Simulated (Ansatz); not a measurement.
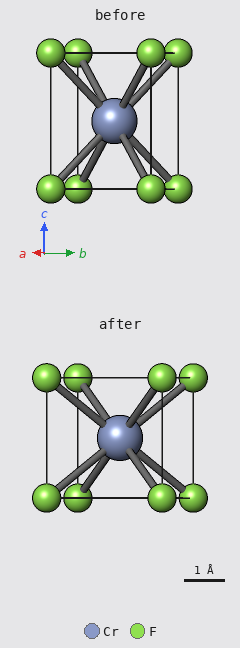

The structure of crystalline CrF (built on the CuAu (L1_0)_123 type) (coarse preliminary run) before (top) and after (bottom) a relaxation, at one scale.

The picture is a ball-and-stick view of the cell of the calculation, seen from a free direction.

Case: CuAu (L1_0) type (P4/mmm, No. 123).

Level of theory: DFT PBE, scalar-relativistic, plane waves, PAW in Ansatz. (plane-wave cutoff 420 eV; k-point mesh 6 × 6 × 6; occupations gaussian; smearing width 0.1 eV; collinear spin; cell and atoms relaxed; force threshold 0.04 eV/Å; at most 70 steps)

Q: What changed between the two?

A: The atoms keep their places relative to the cell (all moves are under 0.005 Å). The drawn cell changes as follows: a = b 2.613 → 3.010 Å (+15.2 %), c 3.424 → 3.026 Å (−11.6 %); the volume changes by +17.3 %. Some distances before and after: Cr–Cr 2.613 → 3.010 Å, Cr–F 2.519 → 2.611 Å. The space group stays P4/mmm (No. 123). Over 6 accepted moves (8 points after the start) the energy falls by 0.501 eV per cell of the calculation. All forces vanish by symmetry, so only the cell relaxes. Pressure: 11.90 GPa at the start and 0.18 GPa at the end. At 2 points the geometry stayed and the basis and grid were re-selected for the new cell (energy shift of 74.4 meV per cell of the calculation at most each time).

Limits of the set-up: the k-point mesh is coarse for a cell with partly filled bands.
